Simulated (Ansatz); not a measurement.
```xyz
11

Mg   -0.0405   -0.9048    0.2365
H     0.6615   -1.6213    1.6461
C    -1.0020   -0.7293   -1.6249
H    -0.2449    1.9560    1.5111
F    -1.1201    1.8053    1.7216
H     1.6946   -0.0127    1.4485
O     1.4255    0.6260    0.7565
H    -0.4778   -1.2481   -2.4496
H    -2.0314   -1.1351   -1.6184
H    -1.0943    0.3283   -1.9381
H     2.2293    0.9357    0.3107
```

Not at a stationary point (largest force 1.1 eV/Å).

These are results of RKS r2SCAN-D4/def2-SVP (Ansatz), not measurements.

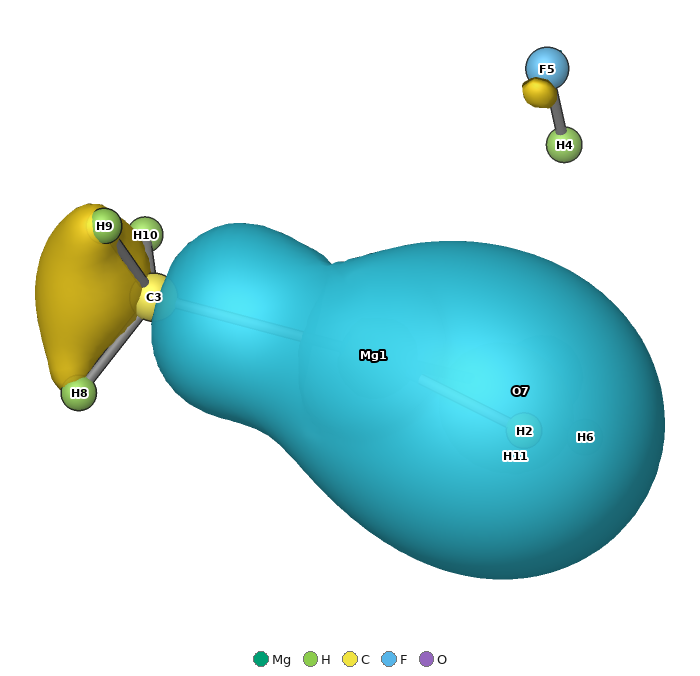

CH6MgO···HF. The HOMO−1 at ±0.1 Å⁻³ᐟ² (yellow and cyan are the two phases), seen at a tilt.

Describe this orbital and give its energy.

It lies mainly on H2 (about 45 %), Mg1 (about 30 %) and C3 (about 10 %). Its energy is −6.52 eV.
